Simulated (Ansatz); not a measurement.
CH$_{6}$BSi (charge +1)

Input

```
crystal:
  periodic: [false, false, false]
  atoms:
    - {symbol: C, position_ang: [-0.787784, 0.973114, -0.707457]}
    - {symbol: B, position_ang: [0.426721, 0.126082, -0.332076]}
    - {symbol: Si, position_ang: [0.633224, -1.178428, 1.172263]}
    - {symbol: H, position_ang: [-1.249852, 0.381150, -1.523875]}
    - {symbol: H, position_ang: [-0.503001, 1.914018, -1.184832]}
    - {symbol: H, position_ang: [-1.556575, 1.132091, 0.046085]}
    - {symbol: H, position_ang: [1.440877, 0.099096, -0.980278]}
    - {symbol: H, position_ang: [0.301471, -2.616837, 1.060338]}
    - {symbol: H, position_ang: [1.294909, -0.830285, 2.449823]}
basis:
  gaussian: {orbitals: def2-TZVPP}
total_charge: 1
hamiltonian: {xc: pbe0, dispersion: d4}
output: {orbitals: {seedname: orbitals}}
```

Run with:

```sh
ansatz run in.yaml --threads 2 --pin off --events-out ev --progress --plain --max-ram 4352MiB
```

Geometry: PBE0-D4/def2-TZVP.

Method: Ansatz 0.2.0, RKS PBE0-D4/def2-TZVPP.

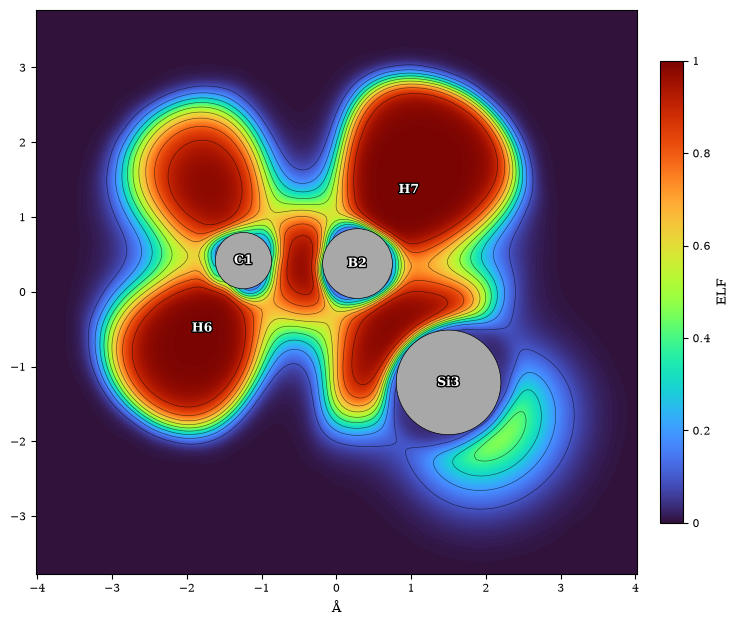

Figure 1. Electron localisation function on the plane of atoms Si3, B2 and H7. Grey discs cover the atomic cores.

### What does the map show?

- The plane passes through C, B, Si and H nuclei.
- C–B (1.53 Å): the ELF peaks at about 0.95 between the atoms, as expected for a covalent bond.
- Si–B (2.00 Å): the ELF peaks at about 1 between the atoms; a shared electron pair.
- C–H (1.09 Å): the ELF climbs to about 1 towards the hydrogen, as it does in any bond to H (an ordinary covalent bond to hydrogen).
- B–H (1.20 Å): the ELF climbs to about 1 towards the hydrogen: a covalent bond by its length.

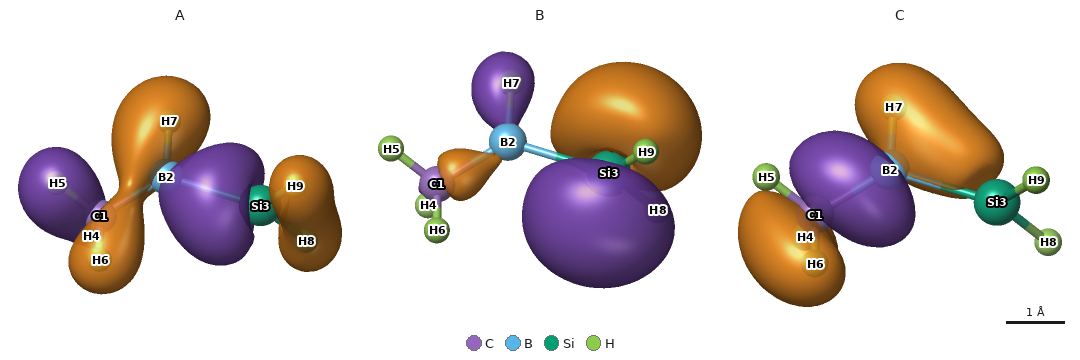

Figure 2. Three frontier orbitals at ±0.1 Å⁻³ᐟ² (orange and purple are the two phases), in no order.

### Which picture is the HOMO−1, the HOMO and the LUMO?

C is the HOMO−1 (−15.22 eV). It lies mainly on C1 (about 40 %), B2 (about 30 %), H7 (about 10 %), H4 (about 5 %) and H6 (about 5 %). A is the HOMO (−14.10 eV). Its weight (Hirshfeld) is mainly on Si3 (about 25 %), B2 (about 25 %), C1 (about 15 %), H7 (about 15 %) and H5 (about 5 %). B is the LUMO (−9.02 eV). By Hirshfeld shares it lies mainly on Si3 (about 80 %) and B2 (about 5 %).

### What is the HOMO–LUMO gap?

5.08 eV between the orbital energies.

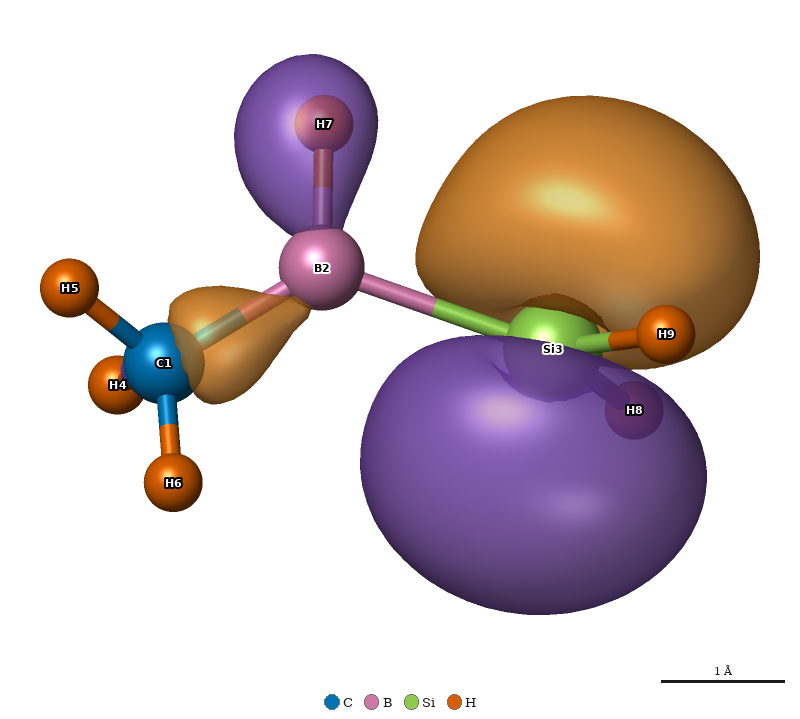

Figure 3. The LUMO at ±0.1 Å⁻³ᐟ² (orange and purple are the two phases), seen across its widest extent.

### Where does this orbital lie, and at what energy?

By Hirshfeld shares it lies mainly on Si3 (about 80 %) and B2 (about 5 %). Its energy is −9.02 eV.
